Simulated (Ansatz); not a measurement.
FH3O2Si···H2

```xyz
9

Si   -0.3062   -0.4676   -0.2676
F    -0.2278    0.3308    1.1674
O     1.1957   -0.8564   -0.8235
H     1.7260   -0.1313   -1.1786
O    -1.0272    0.5646   -1.3488
H    -1.7352    1.1250   -1.0066
H    -1.0276   -1.7277   -0.0150
H     1.9110    2.2328    2.3056
H     1.3703    1.7439    2.0743
```

Method: RKS CAM-B3LYP-D4/cc-pVDZ (Ansatz).

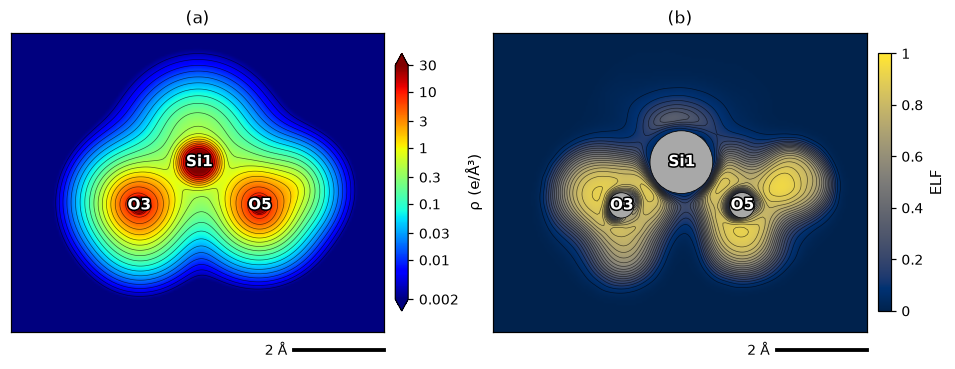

Figure 1. (a) electron density; (b) electron localisation function on the plane of atoms O3, Si1 and O5. Grey discs cover the atomic cores in the ELF map.

Q: Describe what can be read from this map.

A: The section cuts through Si and O sites. Si–O (1.65 Å): ρ at the midpoint is about 1.1 e/Å³; the ELF peaks at about 0.85 between the atoms, as expected for a polar covalent bond. The ELF also peaks beside O5 and O3, away from the bonds: lone-pair regions.

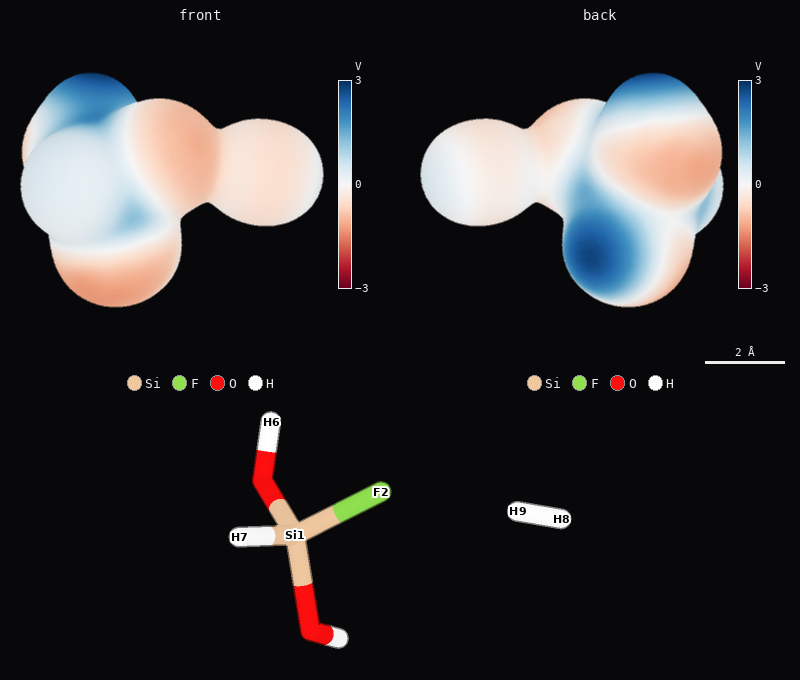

Figure 2. The electrostatic potential painted on the density surface at 0.002 e/bohr³, seen from the front and from behind; the colour scale runs from red (negative) to blue (positive). The bare structure is drawn below in the same view.

Q: Which sites attract a positive test charge, and which a negative one?

A: A positive charge is drawn to the negative regions and a negative charge to the positive ones. The most negative region (about −1.2 V, or −28 kcal/mol for a unit charge) lies over O3, the most positive (about +2.8 V, or +65 kcal/mol for a unit charge) over H4 and H6. O3 is the likeliest acceptor of a hydrogen bond.

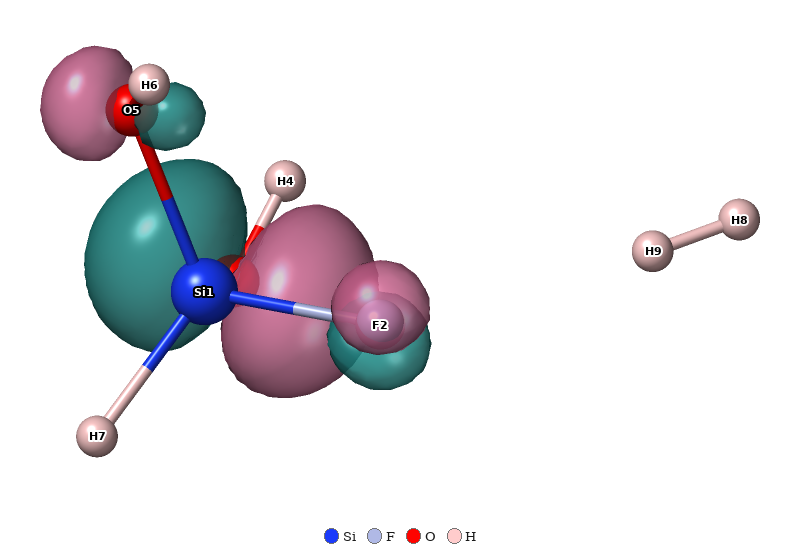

Figure 3. The HOMO−1 at ±0.2 Å⁻³ᐟ² (teal and pink are the two phases), seen from one side.

Q: Describe this orbital and give its energy.

A: It lies mainly on O3 (about 70 %), F2 (about 5 %) and O5 (about 5 %); largely a lone pair of O3. Its energy is −11.11 eV.
